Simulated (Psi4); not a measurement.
# Energy and gradient calculation, with input and output: CH$_{2}$F$_{3}$Si (part 1 of 2)

- system: CH$_{2}$F$_{3}$Si, multiplicity 2
- method: TPSSh/def2-SVP, UKS (Psi4 1.11)

The geometry comes from this level: PBE0-D4/def2-TZVP.

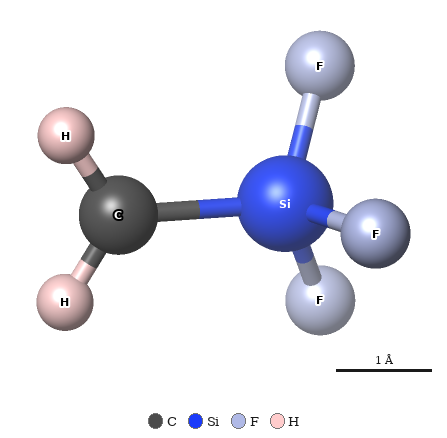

The structure (ball-and-stick view, seen at a tilt). Bond lengths as drawn: C–H 1.08 Å, C–Si 1.81 Å and F–Si 1.58 Å.

Input file (ch2f3si.dat)
```
memory 2.2 GB

molecule {
  0 2
  C     -1.30731253     0.75910298     1.44280590
  Si     0.83695970    -0.49302955    -0.91368258
  F      0.01776343     0.33731611    -3.65510827
  F      0.93617032    -3.47331662    -0.90914724
  F      3.62241601     0.45599091    -0.44710920
  H     -3.27130489     1.16444924     1.02460950
  H     -0.71885182     1.12079656     3.37146038
  units bohr
  symmetry c1
  no_reorient
  no_com
}

set reference uks
set puream true
set e_convergence 1e-09
set d_convergence 1e-08
set scf_type pk
set dft_radial_points 99
set dft_spherical_points 590
set maxiter 100

energy_value, wavefunction = gradient("tpssh/def2-SVP", return_wfn=True)
oeprop(wavefunction, "MAYER_INDICES", "QUADRUPOLE", "DIPOLE")
print_variables()
```

Launch command:
```bash
psi4 -n 1 ch2f3si.dat ch2f3si.out
```

Log
```
Psi4 1.11 release

gradient() will perform analytic gradient computation.

   => Loading Basis Set <=

    Name: DEF2-SVP
    Role: ORBITAL
    Keyword: BASIS

         ---------------------------------------------------------
                                   SCF
                              UKS Reference
                        1 Threads,   2098 MiB Core
         ---------------------------------------------------------

  ==> Geometry <==

    Molecular point group: c1
    Full point group: C1

    Geometry (in Bohr), charge = 0, multiplicity = 2:

       Center              X                  Y                   Z               Mass
    ------------   -----------------  -----------------  -----------------  -----------------
         C           -1.307312530000     0.759102980000     1.442805900000    12.000000000000
         SI           0.836959700000    -0.493029550000    -0.913682580000    27.976926534650
         F            0.017763430000     0.337316110000    -3.655108270000    18.998403162730
         F            0.936170320000    -3.473316620000    -0.909147240000    18.998403162730
         F            3.622416010000     0.455990910000    -0.447109200000    18.998403162730
         H           -3.271304890000     1.164449240000     1.024609500000     1.007825032230
         H           -0.718851820000     1.120796560000     3.371460380000     1.007825032230

  Running in c1 symmetry.

  Rotational constants: A =      0.13579  B =      0.08908  C =      0.08760 [cm^-1]
  Rotational constants: A =   4070.89170  B =   2670.51878  C =   2626.06853 [MHz]
  Nuclear repulsion =  252.903389428086911

  Charge       = 0
  Multiplicity = 2
  Electrons    = 49
  Nalpha       = 25
  Nbeta        = 24

  ==> Algorithm <==

  SCF Algorithm Type is PK.
  DIIS enabled.
  MOM disabled.
  Fractional occupation disabled.
  Guess Type is SAD.
  Energy threshold   = 1.00e-09
  Density threshold  = 1.00e-08
  Integral threshold = 1.00e-12

  ==> Primary Basis <==

  Basis Set: DEF2-SVP
    Blend: DEF2-SVP
    Number of shells: 38
    Number of basis functions: 84
    Number of Cartesian functions: 89
    Spherical Harmonics?: true
    Max angular momentum: 2

  ==> DFT Potential <==

   => LibXC <=

    Version 7.1.2

   => Composite Functional: TPSSH <=

    TPSSh Hyb-GGA Exchange-Correlation Functional

    Deriv               =              1
    GGA                 =           TRUE
    Meta                =           TRUE

    Exchange Hybrid     =           TRUE
    MP2 Hybrid          =          FALSE

   => Exchange Functionals <=

    0.9000   Tao, Perdew, Staroverov & Scuseria

   => Exact (HF) Exchange <=

    0.1000               HF

   => Correlation Functionals <=

    1.0000   Tao, Perdew, Staroverov & Scuseria

   => LibXC Density Thresholds  <==

    XC_HYB_MGGA_XC_TPSSH:  1.00E-15

   => Molecular Quadrature <=

    Radial Scheme          =       TREUTLER
    Pruning Scheme         =           NONE
    Nuclear Scheme         =       TREUTLER

    Blocking Scheme        =         OCTREE
    BS radius alpha        =              1
    Pruning alpha          =              1
    Radial Points          =             99
    Spherical Points       =            590
    Total Points           =         390396
    Total Blocks           =           2874
    Max Points             =            256
    Max Functions          =             82
    Weights Tolerance      =       1.00E-15

  ==> Integral Setup <==

  Using in-core PK algorithm.
   Calculation information:
      Number of atoms:                   7
      Number of AO shells:              38
      Number of primitives:             76
      Number of atomic orbitals:        89
      Number of basis functions:        84

      Integral cutoff                 1.00e-12
      Number of threads:                 1

  Performing in-core PK
  Using 12748470 doubles for integral storage.
  We computed 244256 shell quartets total.
  Whereas there are 274911 unique shell quartets.

  ==> DiskJK: Disk-Based J/K Matrices <==

    J tasked:                  Yes
    K tasked:                  Yes
    wK tasked:                  No
    Memory [MiB]:              379
    Schwarz Cutoff:          1E-12

  Cached 50.0% of DFT collocation blocks in 0.844 [GiB].

  Minimum eigenvalue in the overlap matrix is 1.3518450819E-02.
  Reciprocal condition number of the overlap matrix is 3.0029518624E-03.
    Using symmetric orthogonalization.

  ==> Pre-Iterations <==

  SCF Guess: Superposition of Atomic Densities via on-the-fly atomic UHF (no occupation information).

   -------------------------
    Irrep   Nso     Nmo
   -------------------------
     A         84      84
   -------------------------
    Total      84      84
   -------------------------

  ==> Iterations <==

                        Total Energy        Delta E     RMS |[F,P]|

   @UKS iter SAD:  -627.53077609065440   -6.27531e+02   0.00000e+00
   @UKS iter   1:  -627.92378393854653   -3.93008e-01   8.15151e-03 DIIS/ADIIS
   @UKS iter   2:  -627.84122573247566    8.25582e-02   1.01543e-02 DIIS/ADIIS
   @UKS iter   3:  -628.10788203780817   -2.66656e-01   1.13662e-03 DIIS/ADIIS
   @UKS iter   4:  -628.11174370022673   -3.86166e-03   2.66103e-04 DIIS/ADIIS
   @UKS iter   5:  -628.11200150617174   -2.57806e-04   5.90114e-05 DIIS
   @UKS iter   6:  -628.11201732117604   -1.58150e-05   1.53291e-05 DIIS
   @UKS iter   7:  -628.11201924038539   -1.91921e-06   8.24617e-06 DIIS
   @UKS iter   8:  -628.11201942391301   -1.83528e-07   5.59765e-06 DIIS
   @UKS iter   9:  -628.11201950879672   -8.48837e-08   7.01119e-07 DIIS
   @UKS iter  10:  -628.11201951103260   -2.23588e-09   1.05604e-07 DIIS
   @UKS iter  11:  -628.11201951108785   -5.52518e-11   2.65548e-08 DIIS
   @UKS iter  12:  -628.11201951109081   -2.95586e-12   2.72027e-08 DIIS
   @UKS iter  13:  -628.11201951109217   -1.36424e-12   6.63532e-09 DIIS
  Energy and wave function converged.

  ==> Post-Iterations <==

   Electrons on quadrature grid:
      Nalpha   =   25.0000008167 ; deviation = 8.167e-07
      Nbeta    =   24.0000008280 ; deviation = 8.280e-07
      Ntotal   =   49.0000016447 ; deviation = 1.645e-06

   @Spin Contamination Metric:   4.287690429E-03
   @S^2 Expected:                7.500000000E-01
   @S^2 Observed:                7.542876904E-01
   @S   Expected:                5.000000000E-01
   @S   Observed:                5.000000000E-01

    Orbital Energies [Eh]
    ---------------------

    Alpha Occupied:

       1A    -66.088292     2A    -24.614460     3A    -24.614354
       4A    -24.613344     5A    -10.167922     6A     -5.318387
       7A     -3.671899     8A     -3.671651     9A     -3.667599
      10A     -1.179957    11A     -1.151292    12A     -1.149906
      13A     -0.698690    14A     -0.551692    15A     -0.488634
      16A     -0.486082    17A     -0.467694    18A     -0.440808
      19A     -0.432374    20A     -0.431195    21A     -0.409242
      22A     -0.402854    23A     -0.391339    24A     -0.374787
      25A     -0.269369

    Alpha Virtual:

      26A      0.040495    27A      0.059753    28A      0.095590
      29A      0.113462    30A      0.129991    31A      0.181268
      32A      0.230281    33A      0.388305    34A      0.401409
      35A      0.407159    36A      0.430258    37A      0.439147
      38A      0.490665    39A      0.516358    40A      0.572430
      41A      0.631087    42A      0.653365    43A      0.717301
      44A      0.807118    45A      0.839463    46A      0.849264
      47A      1.140704    48A      1.155864    49A      1.177394
      50A      1.190743    51A      1.191977    52A      1.218197
      53A      1.225891    54A      1.336913    55A      1.338882
      56A      1.424586    57A      1.462721    58A      1.598828
      59A      1.642478    60A      1.666641    61A      1.689571
      62A      1.814373    63A      1.905549    64A      1.973535
      65A      2.027411    66A      2.165486    67A      2.378017
      68A      2.804210    69A      2.863220    70A      2.987257
      71A      3.024423    72A      3.025564    73A      3.033268
      74A      3.033937    75A      3.034754    76A      3.042533
      77A      3.077097    78A      3.088392    79A      3.215521
      80A      3.302992    81A      3.317375    82A      3.437441
      83A      3.607944    84A      3.615179

    Beta Occupied:

       1A    -66.088415     2A    -24.614264     3A    -24.614121
       4A    -24.612698     5A    -10.152583     6A     -5.318507
       7A     -3.672006     8A     -3.671527     9A     -3.667900
      10A     -1.179275    11A     -1.150879    12A     -1.148882
      13A     -0.661798    14A     -0.549130    15A     -0.487937
      16A     -0.484286    17A     -0.464560    18A     -0.435514
      19A     -0.431408    20A     -0.428938    21A     -0.406531
      22A     -0.401426    23A     -0.390641    24A     -0.365120

    Beta Virtual:

      25A     -0.128115    26A      0.050700    27A      0.064319
      28A      0.102253    29A      0.135234    30A      0.135354
      31A      0.188458    32A      0.241050    33A      0.396136
      34A      0.406239    35A      0.408747    36A      0.443046
      37A      0.446083    38A      0.521249    39A      0.569827
      40A      0.598656    41A      0.668546    42A      0.680606
      43A      0.725460    44A      0.812162    45A      0.855482
      46A      0.868949    47A      1.150377    48A      1.156906
      49A      1.189482    50A      1.196363    51A      1.218612
      52A      1.223824    53A      1.227001    54A      1.338660
      55A      1.339603    56A      1.426815    57A      1.505500
      58A      1.622911    59A      1.667591    60A      1.676778
      61A      1.706828    62A      1.816403    63A      1.988092
      64A      2.004208    65A      2.096298    66A      2.233044
      67A      2.413634    68A      2.860210    69A      2.927971
      70A      2.987702    71A      3.025020    72A      3.026362
      73A      3.034167    74A      3.034668    75A      3.035962
      76A      3.043520    77A      3.078794    78A      3.093049
      79A      3.216387    80A      3.304630    81A      3.320425
      82A      3.439056    83A      3.609392    84A      3.615869

    Final Occupation by Irrep:
              A
    DOCC [    24 ]
    SOCC [     1 ]
    NA   [    25 ]
    NB   [    24 ]

  @UKS Final Energy:  -628.11201951109217

   => Energetics <=

    Nuclear Repulsion Energy =            252.9033894280869106
    One-Electron Energy =               -1374.7024805641526655
    Two-Electron Energy =                 546.6824385166593174
    DFT Exchange-Correlation Energy =     -52.9953668916857339
    Empirical Dispersion Energy =           0.0000000000000000
    VV10 Nonlocal Energy =                  0.0000000000000000
    Total Energy =                       -628.1120195110921713

  UHF NO Occupations:
  HONO-2 :   23  A 1.9996515
  HONO-1 :   24  A 1.9984737
  HONO-0 :   25  A 1.0000000
  LUNO+0 :   26  A 0.0015263
  LUNO+1 :   27  A 0.0003485
  LUNO+2 :   28  A 0.0002450
  LUNO+3 :   29  A 0.0000189

Computation Completed

Properties will be evaluated at   0.000000,   0.000000,   0.000000 [a0]

Properties computed using the SCF density matrix

 Multipole Moments:

 ------------------------------------------------------------------------------------
     Multipole            Electronic (a.u.)      Nuclear  (a.u.)        Total (a.u.)
 ------------------------------------------------------------------------------------
```
